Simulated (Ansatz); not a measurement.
# SVWN5/def2-TZVPP run of CHFO (formyl fluoride)

Aim: the vertical singlet–triplet gap of CHFO (formyl fluoride) at SVWN5/def2-TZVPP, from 2 runs. 

Program for the calculation: Ansatz 0.2.0.

63 further runs of the same task are left out: 63 set aside as unsound or not needed.

## 1. The system as given

The species is CHFO (4 atoms), meant as a singlet with charge 0. As SMILES, `O=CF`. The shape is that of a PBE0-D4/def2-TZVP optimisation.

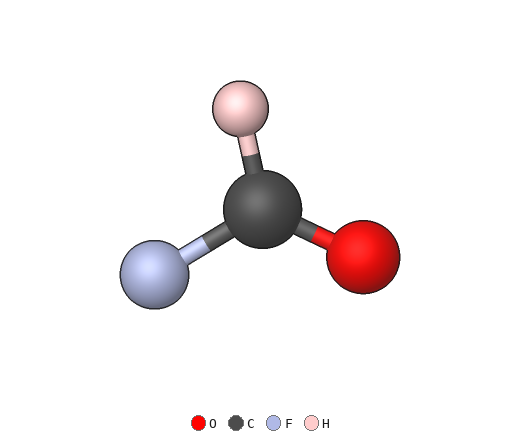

Viewed from a chosen angle; oxygen red, carbon dark grey, fluorine light blue, hydrogen pink.

## 2. The energy at SVWN5/def2-TZVPP

molecule.yaml

```yaml
crystal:
  periodic: [false, false, false]
  atoms:
    - symbol: O
      position_ang: [-0.889340, 0.201180, 0.827740]
    - symbol: C
      position_ang: [-0.046400, 0.067520, 0.021620]
    - symbol: F
      position_ang: [0.585200, -1.091810, -0.181820]
    - symbol: H
      position_ang: [0.350540, 0.823120, -0.667550]
basis:
  gaussian:
    orbitals: def2-TZVPP
hamiltonian:
  xc: {name: SVWN5}
accuracy: high
output: {orbitals: {seedname: orbitals}}
```

Command:

```
ansatz run molecule.yaml --threads 1 --pin off --max-ram 3480MiB --events-out events.jsonl --progress --plain --runs-dir runs
```

What it wrote:

```text
Warning: RAYON_NUM_THREADS=1 ignored (pool sized by the plan → 1); use --threads N
Functional definition: SVWN5
  name "SVWN5"
  exchange = slater_x
  correlation = vwn5_c
1762 factors; integrals over basis functions are off by at most 3.7e-9 eV
mean field evaluation 1: about -5774.2826 eV, gradient 5.0e1 eV
mean field evaluation 2: about -5753.0793 eV, gradient 1.2e2 eV
mean field evaluation 4: about -5778.3369 eV, gradient 7.1e0 eV
mean field evaluation 8: about -5778.4023 eV, gradient 5.9e-1 eV
mean field evaluation 16: about -5778.4030 eV, gradient 3.9e-6 eV
mean field -5778.40300934 eV, -212.3523938508 hartree, gradient 4.1e-8 eV, S^2 0.000000; 0 other end points of the search recorded, 0 dependent functions left out
reference -5778.40301154 eV, -212.3523939319 hartree; 12, 12 occupied and 95, 95 virtual orbitals, 1762 factors
Total energy: -5778.40301154 eV, -212.3523939319 hartree
```

Run time: 2.4 s. Hardware: 1 thread of Arm Neoverse V2, shared host; peak memory 0.22 GiB.

## 3. The triplet at the same level

run.yaml

```yaml
crystal:
  periodic: [false, false, false]
  atoms:
    - {symbol: O, position_ang: [-0.889340, 0.201180, 0.827740]}
    - {symbol: C, position_ang: [-0.046400, 0.067520, 0.021620]}
    - {symbol: F, position_ang: [0.585200, -1.091810, -0.181820]}
    - {symbol: H, position_ang: [0.350540, 0.823120, -0.667550]}
basis:
  gaussian:
    orbitals: def2-TZVPP
magnetization:
  spin_polarized: true
  initial_magnetization: 2
hamiltonian:
  xc: {name: SVWN5}
accuracy: high
output: {orbitals: {seedname: orbitals}}
```

Command:

```
ansatz run run.yaml --threads 1 --pin off --max-ram 3480MiB --events-out events.jsonl --progress --plain --runs-dir runs
```

What it wrote:

```text
Warning: RAYON_NUM_THREADS=1 ignored (pool sized by the plan → 1); use --threads N
Functional definition: SVWN5
  name "SVWN5"
  exchange = slater_x
  correlation = vwn5_c
1762 factors; integrals over basis functions are off by at most 3.7e-9 eV
mean field evaluation 1: about -5769.6349 eV, gradient 2.9e1 eV
mean field evaluation 2: about -5765.0251 eV, gradient 4.4e1 eV
mean field evaluation 4: about -5772.7116 eV, gradient 4.5e0 eV
mean field evaluation 8: about -5772.7820 eV, gradient 2.8e-1 eV
mean field evaluation 16: about -5772.7823 eV, gradient 1.9e-5 eV
mean field evaluation 32: about -5772.7823 eV, gradient 1.1e-8 eV
mean field -5772.78228178 eV, -212.1458359231 hartree, gradient 1.4e-8 eV, S^2 2.002276; 4 other end points of the search recorded, 0 dependent functions left out
reference -5772.78228402 eV, -212.1458360053 hartree; 13, 11 occupied and 94, 96 virtual orbitals, 1762 factors
Total energy: -5772.78228402 eV, -212.1458360053 hartree
```

Wall time 4.8 s (1 thread of Arm Neoverse V2, shared host); peak memory 0.25 GiB.

## 4. Outcome

Level: SVWN5/def2-TZVPP.

```
                                        quantity          value
                           singlet: total energy  -212.35239 Eh
                            singlet: HOMO energy       -7.99 eV
                            singlet: LUMO energy       -2.40 eV
                          singlet: HOMO–LUMO gap        5.59 eV
                           triplet: total energy  -212.14584 Eh
     triplet: HOMO energy (highest over α and β)       -2.61 eV
                                   triplet: ⟨S²⟩          2.002
vertical energy of the triplet above the singlet       5.621 eV
```

At this shape the triplet lies 5.62 eV (542 kJ/mol) above the singlet.
